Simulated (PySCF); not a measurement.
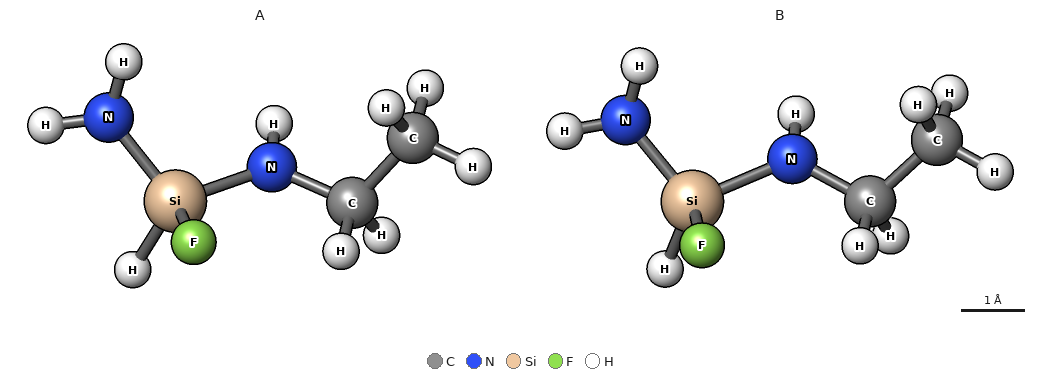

Two geometries of C₂H₉FN₂Si, drawn at one scale. One is the start of a relaxation, the other its converged end. Style: ball-and-stick. Shown face on.

Theory: PBE0-D3(BJ)/def2-SVP geometry optimisation, gas phase (PySCF 2.14.0, density-fitted response routines). 

Question: Which of the two is the end point?

Answer: Structure A is the relaxed one. The start comes from GFN2-xTB. Its atoms were then displaced at random by about 0.01 Å. The energy falls by 0.190 eV in 8 geometry steps. The atom that moves furthest after the best rigid fit is an H atom (0.27 Å). Largest moves by element: H 0.27 Å, N 0.26 Å, F 0.20 Å, C 0.11 Å, Si 0.06 Å. Some distances before and after: H–Si 1.424 → 1.488 Å, N–Si 1.750 → 1.710 Å, H–N 0.986 → 1.013 Å, C–C 1.496 → 1.520 Å. Bond angles that change, for instance: N–Si–H 111.0° → 106.2°, Si–N–H 115.2° → 117.9°, Si–N–H 118.7° → 121.3°.
